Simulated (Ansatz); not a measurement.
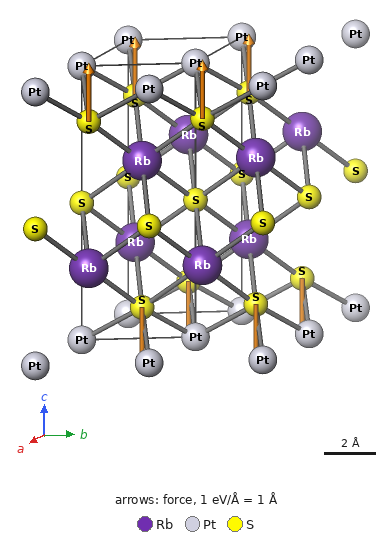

Starting geometry of solid Rb2PtS3 (built on the K2NaCl3-164 type type) with the computed forces as orange arrows. Style: ball-and-stick. Shown: the cell of the calculation, repeated 2 × 2 × 1 with one cell outlined, slightly off an axis.

Method: Ansatz 0.2.0, DFT, PBEsol, plane waves, PAW.

The input:
```yaml
crystal:
  lattice:
    - [4.57300564, 0.0, 0.0]
    - [-2.28650282, 3.96033905, 0.0]
    - [0.0, 0.0, 11.31026245]
  atoms:
    - { symbol: Rb, position: [0.33333333, 0.66666667, 0.67902339] }
    - { symbol: Rb, position: [0.66666667, 0.33333333, 0.32097661] }
    - { symbol: Pt, position: [0.0, 0.0, 0.0] }
    - { symbol: S, position: [0.33333333, 0.66666667, 0.1429916] }
    - { symbol: S, position: [0.66666667, 0.33333333, 0.8570084] }
    - { symbol: S, position: [0.0, 0.0, 0.5] }
kpoints:
  mp_grid: { grid: [6, 6, 2] }
hamiltonian:
  xc: pbesol
scf:
  occupations: { method: fermi_dirac, width: 0.03 }
relax:
  f_tol: 0.01
  cell: {}
  max_steps: 120
```

Command:
```bash
ansatz run input.yaml --threads 2 --pin off --max-ram 29491MiB --backend cpu --events-out ev --progress --plain --runs-dir out
```

Q: Is this structure relaxed? If not, where do the atoms go?

A: It isn't relaxed: the largest force vector, on S atoms, is 2.45 eV/Å. The atoms end up moving mostly along the starting forces (cosine between the two patterns 0.99). The largest moves relative to the cell, 0.63 Å, are those of S4 and S5. S4 goes along −c. Largest moves by element: S 0.63 Å, Rb 0.07 Å. Pt stays in place. The volume changes by −27.2 %, with a = b 4.573 → 3.832 Å (−16.2 %), c 11.310 → 11.719 Å (+3.6 %). Some distances before and after: Pt3–S4 3.096 → 2.449 Å, Rb1–S6 3.327 → 3.094 Å, Rb1–S5 3.320 → 3.449 Å. Bond angles that change, for instance: S5–Rb1–S5 87.1° → 67.5°, Rb1–S5–Rb1 87.1° → 67.5°, S5–Rb1–S6 93.1° → 107.9°. The space group stays P-3m1 (No. 164). After 9 accepted moves (10 points after the start) the energy has fallen by 863 meV per atom. The largest force component goes from 2.4 to 0.0015 eV/Å. Pressure: −7.79 GPa at the start and 0.00 GPa at the end. At 1 point the geometry stayed and the basis and grid were re-selected for the new cell (energy shift of 0.4 meV per atom at most each time). The run took 25 s on 2 threads of AMD EPYC 7R13 Processor (Zen 3) (shared host), peak memory 0.64 GiB.
